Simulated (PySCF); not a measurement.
# wB97M-V/def2-TZVPPD run of KCl (SMILES [Cl][K])

Aim: the vertical singlet–triplet gap of KCl at wB97M-V/def2-TZVPPD, from 2 runs. The job is set up through a Python script.

Program for the calculation: PySCF 2.14.0.

5 further runs of the same task are left out: 1 that didn't finish, 4 set aside as unsound or not needed.

## Step 1: The molecule

KCl has 2 atoms, charge 0, and is taken as a singlet. As SMILES, `[Cl][K]`. The shape is that of a PBE0-D4/def2-TZVP optimisation.

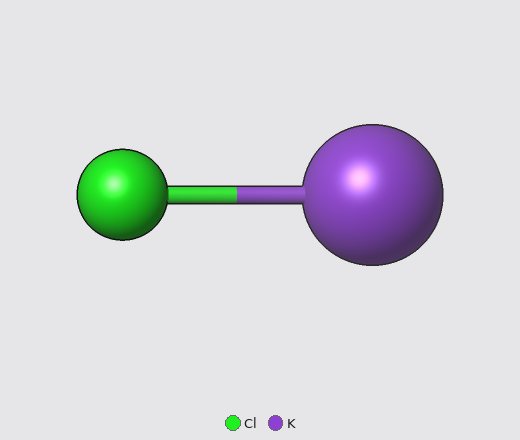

The structure, seen from a chosen angle (chlorine green, potassium purple).

## Step 2: The energy at wB97M-V/def2-TZVPPD

File calc.py:

```python
from pyscf import gto, dft

mol = gto.Mole()
mol.atom = '''
Cl     2.159107    -0.766397     1.088010
K     -2.159107     0.766397    -1.088010
'''
mol.max_memory = 1860
mol.verbose = 4
mol.basis = 'def2-tzvppd'
mol.unit = 'bohr'
mol.charge = 0
mol.build()

calc0 = dft.RKS(mol)
calc0.xc = 'wb97m-v'
calc0.conv_tol = 1e-10
calc0.nlcgrids.level = 1
calc0.grids.level = 5
calc0.kernel()
if not calc0.converged:
    calc0 = calc0.newton().run(calc0.mo_coeff, calc0.mo_occ)

e_tot = calc0.e_tot
print('E = %.10f Eh' % e_tot)
```

Started as:

```bash
OMP_NUM_THREADS=1 python calc.py
```

Output:

```text
PySCF version 2.14.0

[INPUT] num. atoms = 2
[INPUT] num. electrons = 36
[INPUT] charge = 0
[INPUT] spin (= nelec alpha-beta = 2S) = 0
[INPUT] symmetry False subgroup None
[INPUT] Mole.unit = bohr
[INPUT] Symbol           X                Y                Z      unit          X                Y                Z       unit  Magmom
[INPUT]  1 Cl     1.142550220338  -0.405559826917   0.575750097253 AA    2.159107000000  -0.766397000000   1.088010000000 Bohr   0.0
[INPUT]  2 K     -1.142550220338   0.405559826917  -0.575750097253 AA   -2.159107000000   0.766397000000  -1.088010000000 Bohr   0.0

nuclear repulsion = 63.6751581871896
number of shells = 31
number of NR pGTOs = 140
number of NR cGTOs = 87
basis = def2-tzvppd
ecp = {}

******** <class 'pyscf.dft.rks.RKS'> ********
method = RKS
initial guess = minao
damping factor = 0
level_shift factor = 0
DIIS = <class 'pyscf.scf.diis.CDIIS'>
diis_start_cycle = 1
diis_space = 8
diis_damp = 0
SCF conv_tol = 1e-10
SCF conv_tol_grad = None
SCF max_cycles = 50
direct_scf = True
direct_scf_tol = 1e-13
XC library pyscf.dft.libxc version 7.0.0
    S. Lehtola, C. Steigemann, M. J.T. Oliveira, and M. A.L. Marques.,  SoftwareX 7, 1–5 (2018)
XC functionals = wb97m-v
radial grids:
    Treutler-Ahlrichs [JCP 102, 346 (1995); DOI:10.1063/1.469408] (M4) radial grids

becke partition: Becke, JCP 88, 2547 (1988); DOI:10.1063/1.454033
pruning grids: <function nwchem_prune>
grids dens level: 5
symmetrized grids: False
atomic radii adjust function: <function treutler_atomic_radii_adjust>
** Following is NLC and NLC Grids **
NLC functional = wb97m-v
radial grids:
    Treutler-Ahlrichs [JCP 102, 346 (1995); DOI:10.1063/1.469408] (M4) radial grids

becke partition: Becke, JCP 88, 2547 (1988); DOI:10.1063/1.454033
pruning grids: <function nwchem_prune>
grids dens level: 1
symmetrized grids: False
atomic radii adjust function: <function treutler_atomic_radii_adjust>
small_rho_cutoff = 0
Set gradient conv threshold to 1e-05
Initial guess from minao.
tot grids = 86200
tot grids = 13552
init E= -1059.91592455248
  HOMO = -0.439259014037132  LUMO = -0.0679750787153104  gap/eV = 10.10315
cycle= 1 E= -1060.1198252512  delta_E= -0.204  |g|= 0.362  |ddm|= 0.973
  HOMO = -0.205068821029228  LUMO = -0.038055403388892  gap/eV = 4.54467
cycle= 2 E= -1060.1490952985  delta_E= -0.0293  |g|= 0.311  |ddm|= 0.699
  HOMO = -0.293407267592847  LUMO = -0.0341993825624094  gap/eV = 7.05341
cycle= 3 E= -1060.16852940149  delta_E= -0.0194  |g|= 0.0235  |ddm|= 0.255
  HOMO = -0.305057947907014  LUMO = -0.0324862813741902  gap/eV = 7.41705
cycle= 4 E= -1060.16865168202  delta_E= -0.000122  |g|= 0.00383  |ddm|= 0.0291
  HOMO = -0.306975698963641  LUMO = -0.0318728371403232  gap/eV = 7.48593
cycle= 5 E= -1060.16866001661  delta_E= -8.33e-06  |g|= 0.000868  |ddm|= 0.00958
  HOMO = -0.306938776537846  LUMO = -0.0317753574999102  gap/eV = 7.48758
cycle= 6 E= -1060.1686606341  delta_E= -6.17e-07  |g|= 0.000346  |ddm|= 0.00223
  HOMO = -0.306900861138679  LUMO = -0.0317432709097574  gap/eV = 7.48742
cycle= 7 E= -1060.16866076145  delta_E= -1.27e-07  |g|= 0.000104  |ddm|= 0.00109
  HOMO = -0.306883276625733  LUMO = -0.0317376659426643  gap/eV = 7.48709
cycle= 8 E= -1060.16866077915  delta_E= -1.77e-08  |g|= 3.35e-05  |ddm|= 0.000449
  HOMO = -0.306879703794758  LUMO = -0.0317378608014351  gap/eV = 7.48699
cycle= 9 E= -1060.1686607803  delta_E= -1.15e-09  |g|= 6.06e-06  |ddm|= 0.000132
  HOMO = -0.306879130819093  LUMO = -0.0317388395627916  gap/eV = 7.48695
cycle= 10 E= -1060.16866078036  delta_E= -5.87e-11  |g|= 1.71e-06  |ddm|= 3.41e-05
  HOMO = -0.306878756762464  LUMO = -0.0317388250206854  gap/eV = 7.48694
Extra cycle  E= -1060.16866078037  delta_E= -1.07e-11  |g|= 7.15e-07  |ddm|= 4.58e-06
converged SCF energy = -1060.16866078037
E = -1060.1686607804 Eh
```

Run time: 38 s. Hardware: 1 thread of Arm Neoverse N1, shared host; peak memory 0.44 GiB.

## Step 3: The triplet, same level

File start.xyz:

```xyz
2

Cl     1.142550    -0.405560     0.575750
K     -1.142550     0.405560    -0.575750
```

File calc.py:

```python
from pyscf import gto, dft

mol = gto.Mole()
mol.atom = 'start.xyz'
mol.basis = 'def2-tzvppd'
mol.spin = 2
mol.verbose = 3
mol.max_memory = 1860
mol.charge = 0
mol.build()

myscf = dft.UKS(mol)
myscf.xc = 'wb97m-v'
myscf.nlcgrids.level = 1
myscf.conv_tol = 1e-10
myscf.grids.level = 5
myscf.kernel()
if not myscf.converged:
    myscf = myscf.newton().run(myscf.mo_coeff, myscf.mo_occ)

energy = myscf.e_tot
print('E(%s) = %.9f' % ('WB97M-V', energy))
```

Started as:

```bash
OMP_NUM_THREADS=1 python calc.py
```

Output:

```text
WARN: HOMO -0.0679750764506011 >= LUMO -0.439259025939535

WARN: HOMO -0.135911606899441 >= LUMO -0.216013030441609

WARN: HOMO -0.136365154018687 >= LUMO -0.194393182765811

WARN: HOMO -0.13679147644131 >= LUMO -0.192862988830125

WARN: HOMO -0.13699308355033 >= LUMO -0.192117626391404

WARN: HOMO -0.137038449022842 >= LUMO -0.192028381309427

WARN: HOMO -0.137064210278876 >= LUMO -0.192038408471458

WARN: HOMO -0.137067113588891 >= LUMO -0.192059025917903

WARN: HOMO -0.137065626491843 >= LUMO -0.192061185003105

WARN: HOMO -0.137064813941258 >= LUMO -0.192064885207021

WARN: HOMO -0.137064472018789 >= LUMO -0.192066909516168

WARN: HOMO -0.137064447725042 >= LUMO -0.192066843093215

converged SCF energy = -1059.9887913913  <S^2> = 2.0022753  2S+1 = 3.0015165
E(WB97M-V) = -1059.988791391
```

Run time: 60 s. Hardware: 1 thread of Arm Neoverse N1, shared host; peak memory 0.45 GiB.

## Step 4: Summary of results

Level: wB97M-V/def2-TZVPPD.

```
                                        quantity           value
                           singlet: total energy  -1060.16866 Eh
                          singlet: dipole moment         10.38 D
                            singlet: HOMO energy        -8.35 eV
                            singlet: LUMO energy        -0.86 eV
                          singlet: HOMO–LUMO gap         7.49 eV
                           triplet: total energy  -1059.98879 Eh
                          triplet: dipole moment          2.11 D
     triplet: HOMO energy (highest over α and β)        -3.73 eV
                                   triplet: ⟨S²⟩           2.002
vertical energy of the triplet above the singlet        4.894 eV
```

In words: At this shape the triplet lies 4.89 eV (472 kJ/mol) above the singlet.
